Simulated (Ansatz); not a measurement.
# Scan of one atom of the cell for BaTiO3 (cubic perovskite)

Starting cell, BaTiO3 (cubic perovskite):

```
BaTiO3
1.0
    3.99442     0.00000     0.00000
    0.00000     3.99442     0.00000
    0.00000     0.00000     3.99442
Ba Ti O
1 1 3
Direct
  0.00000   0.00000   0.00000
  0.50000   0.50000   0.50000
  0.00000   0.50000   0.50000
  0.50000   0.50000   0.00000
  0.50000   0.00000   0.50000
```

In each cell atom 4 (O, nearest neighbour Ti at 1.997 Å; its periodic images, 4.0 Å or more away, move with it) moves by s·(0.000, 0.000, 1.000) (along Cartesian z), the rest being held.

The numbers are results of r2SCAN (plane waves to 500 eV, PAW, scalar-relativistic; Ansatz, a first-principles code), not measurements. k mesh 7×7×7 (Γ-centred), Fermi-Dirac smearing 0.05 eV. E stands for the smeared free energy. BaTiO3 is run without spin polarisation. BaTiO3 was relaxed with its symmetry unable to fall. The PAW data are Ansatz's earlier set. This is a high-temperature form of BaTiO3. ΔE is measured from the undisplaced structure.

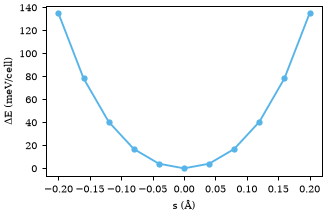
ΔE (meV/cell) against s (Å); computed points joined by lines.

The force along the line at s = -0.200 Å is 1.69 eV/Å and the energy at s = 0.200 Å comes out as 134.8 meV/cell. Symmetry of the curve: even: the same for both signs. Shape of the curve: a single well with its minimum at or next to zero displacement. Harmonic estimate at the end of the scan: ½ks² = 99.6 meV/cell against the computed 134.8 meV/cell, so the well is stiffer than harmonic there.

With its periodic images moving along, the atom's site symmetry in this cell is 4/mmm.

(For displaced atoms, the force is minus the slope of the energy, and its curvature is a force constant, which sets phonon frequencies.)
